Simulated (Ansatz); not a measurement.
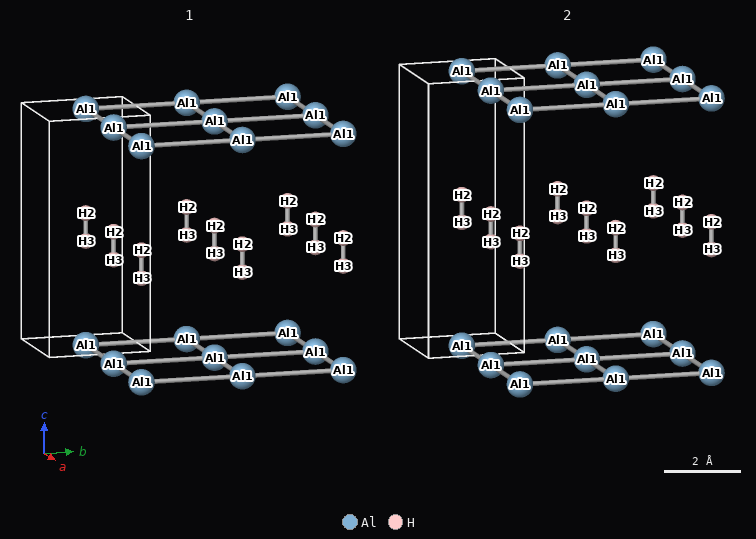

Two geometries of crystalline AlH$_{2}$ (a generated structure, set up in Pmmm), drawn at one scale. One is the start of a relaxation, the other its converged end. Style: ball-and-stick. Shown: the cell of the calculation, repeated 3 × 3 × 1 with one cell outlined, slightly off an axis.

All numbers below come from DFT PBE, scalar-relativistic, plane waves, PAW in Ansatz 0.2.0. Set-up: plane-wave cutoff 420 eV; k-point mesh 18 × 16 × 8; occupations gaussian; smearing width 0.1 eV; no spin polarisation; cell and atoms relaxed; force threshold 0.01 eV/Å; at most 80 steps.

**Which one is relaxed?**

Structure 2 is the relaxed one. Over 12 accepted moves (15 points after the start) the energy falls by 10.3 meV per atom. Largest force component: 0.025 eV/Å at the start, 0.0037 eV/Å at the end. Pressure: 0.08 GPa at the start and 0.01 GPa at the end. The SCF was repeated 3 times at an unchanged geometry on a basis and grid sized afresh for the cell, which shifted the energy by 1.6 meV per atom at most. The largest moves relative to the cell, 0.066 Å, are those of H2 and H3. H3 goes along +c. Al stays in place. Cell: a 2.573 → 2.684 Å (+4.3 %), b 2.806 → 2.664 Å (−5.1 %), c 6.421 → 7.462 Å (+16.2 %). Volume +15.1 %. Among the contacts that change: Al1–Al1 2.806 → 2.664 Å, Al1–Al1 (another image) 2.573 → 2.684 Å, H2–H3 0.759 → 0.751 Å. The space group stays Pmmm (No. 47). The run took 2.1 min on 1 thread of Arm Neoverse V2, on a shared host, peak memory 0.48 GiB.
